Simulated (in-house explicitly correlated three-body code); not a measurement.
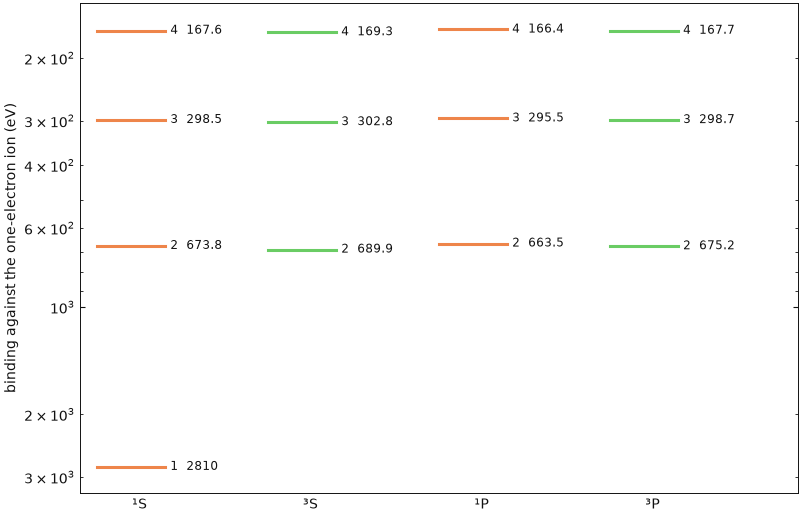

Two electrons around a point charge of unknown size. Computed variationally in 260 exponentially correlated functions with an in-house code, non-relativistic, converged to about 10⁻⁸ of the energy. The plot shows the bound S and P states that converged, by term and principal number n, on a logarithmic scale of binding.

What is the nuclear charge?

Z = 15 (phosphorus). The outer electron of the excited states sees a charge of Z − 1, so they are bound by about 13.6 (Z − 1)²/n² eV. The ground state is bound by 2810 eV. The n = 2 states drawn run, from the deepest, 2 ³S (689.9 eV), 2 ³P (675.2 eV), 2 ¹S (673.8 eV), 2 ¹P (663.5 eV). Exchange puts 2 ³S below 2 ¹S by 16.1 eV and 2 ³P below 2 ¹P by 11.7 eV. Quantum defects n − (Z − 1)/√(2 E(binding)): 2 ³S 0.034, 2 ³P 0.013, 2 ¹S 0.011, 2 ¹P −0.005.
